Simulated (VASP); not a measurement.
Band structure of Te (trig). All values below come from PBE GGA with D4 dispersion, VASP's PBE PAW potentials (set 64) (plane waves; VASP 6.6.1).

Unless said otherwise, spin-orbit coupling is left out, though it shifts the bands of the heavy elements here.

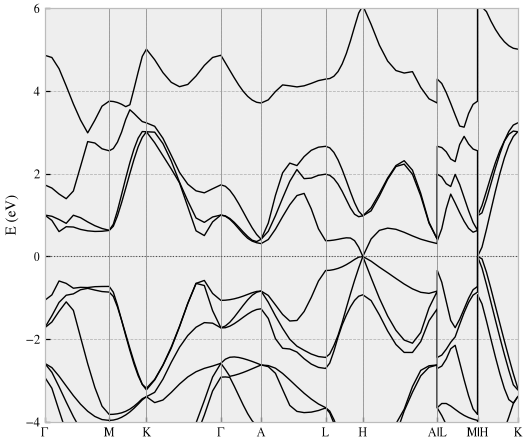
*Bands along high-symmetry lines, zero at the valence-band maximum or, without a gap, the Fermi level*

Read the plot: is there a gap, and where are the band edges?

It has no gap at this level: it comes out as a metal or semimetal. (Edges off the drawn lines would not show.)

The compound is Te in the trig structure. It was relaxed first, which changed the volume by -6 %.
